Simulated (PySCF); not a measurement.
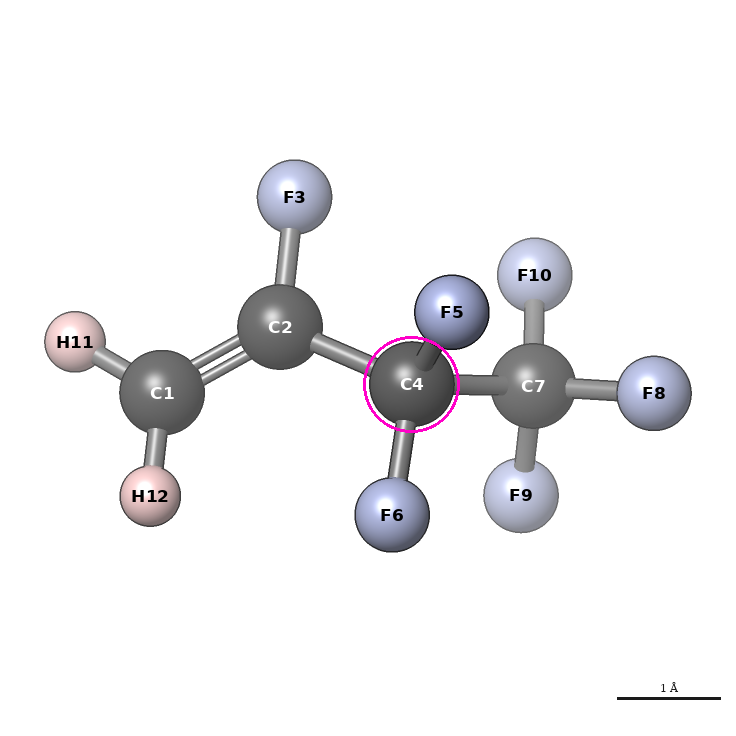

Orthographic view. Distant atoms are faded towards the background colour. Geometry: an image of a reaction path computed with GFN2-xTB, not a minimum.

Q: Which atoms are bonded to the circled atom?

A: The circled atom is C4; it is bonded to C2, F5, F6, C7.

Q: Of C4 and C7, which is nearer the viewer?

A: C4; the bond to C7 points away from the viewer, so it looks shorter than its 1.56 Å.

Q: What is the shortest path along bonds from the circled atom to H11?

A: C4–C2–C1–H11, 3 bonds; through space the two are 3.49 Å apart.

Q: Which two atoms are farthest apart in space?

A: F8 and H11, 5.70 Å.
